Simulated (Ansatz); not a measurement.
**F3GeHSe: how energies converge with the basis set**

Aim: see how fast density functionals converge with the basis set for F3GeHSe.

The runs use Ansatz 0.2.0, Gaussian basis; one geometry, several basis sets.

Levels to be run: PBE0-D4/def2-SVP; ωB97M-V/def2-SVP; PBE0-D4/def2-QZVPP; ωB97M-V/def2-QZVPP; the functionals' def2-TZVPP values are taken from earlier runs.

## 1. The geometry

The geometry comes from an earlier relaxation with PBE0-D4 in a triple-zeta def2 set; it is a stationary point.

SMILES `[F][Ge]([F])([F])[SeH]`, 6 atoms, charge 0, spin multiplicity 1.

Atoms are counted from 1 here; the program's logs count them from 0.

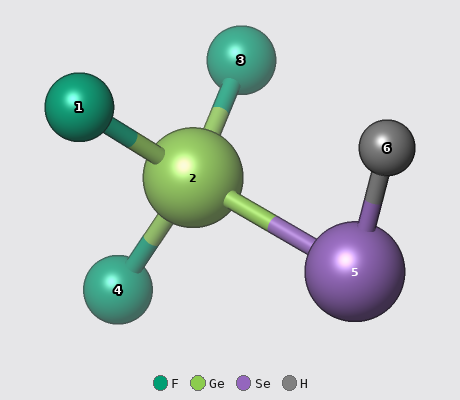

The geometry (fluorine teal, germanium green, selenium purple, hydrogen grey); atoms are numbered from 1 in the order of the file.

## 2. PBE0-D4 in def2-SVP

The input, in.yaml:

```yaml
crystal:
  periodic: [false, false, false]
  atoms:
    - {symbol: F, position_ang: [0.616317, -0.649298, 1.617901]}
    - {symbol: Ge, position_ang: [0.138122, -0.488313, -0.015372]}
    - {symbol: F, position_ang: [-1.426084, -1.175675, -0.069911]}
    - {symbol: F, position_ang: [1.159340, -1.503962, -0.933551]}
    - {symbol: Se, position_ang: [0.259575, 1.657695, -0.832674]}
    - {symbol: H, position_ang: [-0.705169, 2.095553, 0.187607]}
basis:
  gaussian: {orbitals: def2-SVP}
hamiltonian: {xc: pbe0, dispersion: d4}
output: {orbitals: {seedname: orbitals}}
```

The run is started by

```
ansatz run in.yaml --threads 4 --pin off --events-out ev --progress --plain --max-ram 10444MiB
```

The runs that follow: ωB97M-V in def2-SVP; PBE0-D4 in def2-QZVPP; ωB97M-V in def2-QZVPP.

Before running them: what should the planned runs give, taken together? Wanted: PBE0-D4: double and triple zeta above quadruple; ωB97M-V: double and triple zeta above quadruple.

The runs gave:

| quantity | value |
| --- | --- |
| PBE0-D4: double and triple zeta above quadruple | 28.69, 3.09 eV |
| ωB97M-V: double and triple zeta above quadruple | 28.71, 2.97 eV |

What this shows: PBE0-D4 gains 25.61 eV from double to triple zeta, then 3.09 eV more. These are total energies; as a rule much of such shifts cancels in differences, which this series doesn't test.
